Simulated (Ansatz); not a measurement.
**CCSDT/STO-3G run of S2O (Disulfur monoxide)**

What is the vertical ionisation energy of S2O (Disulfur monoxide) at CCSDT/STO-3G? 

The calculation is run with Ansatz 0.2.0.

53 further runs of the same task are left out: 20 that didn't finish, 33 set aside as unsound or not needed.

## Step 1: The molecule

S2O: 3 atoms, total charge 0, spin state singlet. As SMILES, `O=S=S`. The shape is that of a GFN2-xTB optimisation.

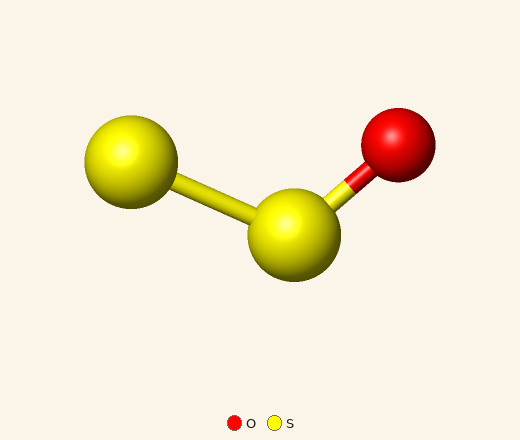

Viewed from a chosen angle; oxygen red, sulfur yellow.

## Step 2: A single-point energy at CCSDT/STO-3G

input.yaml reads:

```yaml
crystal:
  periodic: [false, false, false]
  atoms:
    - {symbol: O, position_ang: [0.431370, 1.195520, 0.483120]}
    - {symbol: S, position_ang: [0.559470, -0.210460, 0.159300]}
    - {symbol: S, position_ang: [-0.990830, -0.985060, -0.642420]}
basis:
  gaussian: {orbitals: STO-3G}
accuracy: high
correlation: {method: ccsdt, frozen_orbitals: {O: 1, S: 5}}
scf: {omitted_lower_state_checks: [cluster_reference, increment]}
```

Command:

```bash
$ ansatz run input.yaml --threads 1 --pin off --max-ram 2610MiB --events-out events.jsonl --progress --plain --runs-dir runs
```

What it wrote, shortened:

```text
Warning: RAYON_NUM_THREADS=1 ignored (pool sized by the plan → 1); use --threads N
Functional definition: HF
  name "HF"
[...]
411 factors; integrals over basis functions are off by at most 2.6e-8 eV
[...]
mean field -23401.95039852 eV, -860.0058147337 hartree, gradient 2.4e-8 eV, S^2 0.000000; 3 other end points of the search recorded, 0 dependent functions left out; unrestricted orbitals would lower it
11 core orbitals not correlated: weight in the atoms' cores, before any rotation towards them, 1.000 or more for the frozen orbitals, at most 0.000 for the correlated occupied ones
reference -23401.95039852 eV, -860.0058147337 hartree; 9, 9 occupied and 3, 3 virtual orbitals, 411 factors
second order -4.38570598 eV of doubles, -0.00000000 eV of singles
cycle   1  -4.08479896 eV  change   -4.1e-1 eV  update   1.2e-1
[...]
cycle  35  -5.03234303 eV  change   -2.2e-9 eV  update   1.5e-9
WARN: these amplitudes may be one of several solutions (largest doubles amplitude 0.37, level shift 3.18 eV)
Total energy: -23406.98274155 eV, -860.1907499291 hartree
Checks for a lower state left out: cluster_reference, increment
```

Wall time 0.59 s (1 thread of Arm Neoverse V1, shared host).

## Step 3: The doublet cation, same level

job.yaml reads:

```yaml
crystal:
  periodic: [false, false, false]
  atoms:
    - symbol: O
      position_ang: [0.431370, 1.195520, 0.483120]
    - symbol: S
      position_ang: [0.559470, -0.210460, 0.159300]
    - symbol: S
      position_ang: [-0.990830, -0.985060, -0.642420]
basis:
  gaussian:
    orbitals: STO-3G
magnetization:
  spin_polarized: true
  initial_magnetization: 1
scf:
  omitted_lower_state_checks: [cluster_reference, increment]
total_charge: 1
correlation:
  method: ccsdt
  frozen_orbitals: {O: 1, S: 5}
accuracy: high
```

Command:

```bash
$ ansatz run job.yaml --threads 1 --pin off --max-ram 2610MiB --events-out events.jsonl --progress --plain --runs-dir runs
```

What it wrote:

```text
Warning: RAYON_NUM_THREADS=1 ignored (pool sized by the plan → 1); use --threads N
[... 19 lines left out ...]
11 core orbitals not correlated: weight in the atoms' cores, before any rotation towards them, 1.000 or more for the frozen orbitals, at most 0.000 for the correlated occupied ones
[... 77 lines left out ...]
Total energy: -23401.69542842 eV, -859.9964447557 hartree
Checks for a lower state left out: cluster_reference, increment
```

It took 3.6 s on 1 thread of Arm Neoverse V1, shared host; peak memory 0.11 GiB.

## Step 4: Summary of results

At CCSDT/STO-3G, 11 core orbitals frozen:

```
                                                    quantity          value
                                   singlet S2O: total energy  -860.19075 Eh
   singlet S2O: correlation energy (11 core orbitals frozen)     -184.9 mEh
                                  singlet S2O: T1 diagnostic          0.037
                                doublet cation: total energy  -859.99644 Eh
doublet cation: correlation energy (11 core orbitals frozen)     -131.0 mEh
           doublet cation: ⟨S²⟩ of the reference determinant          1.609
                               doublet cation: T1 diagnostic          0.100
          vertical ionisation energy (to the doublet cation)       5.287 eV
```

What this shows: Removing an electron at fixed nuclei costs 5.29 eV (122 kcal/mol). In a minimal basis such a difference can be off by several eV, whatever the method. The T1 diagnostic (singlet S2O) of 0.037 is above the customary mark for such species, so a single reference may not serve. The restricted solution (singlet S2O) is unstable to spin breaking: an unrestricted one lies lower. ⟨S²⟩ (doublet cation) is 1.61 where a pure doublet has 0.75: the reference is spin-contaminated. The T1 diagnostic (doublet cation) of 0.100 is above the customary mark for such species, so a single reference may not serve.
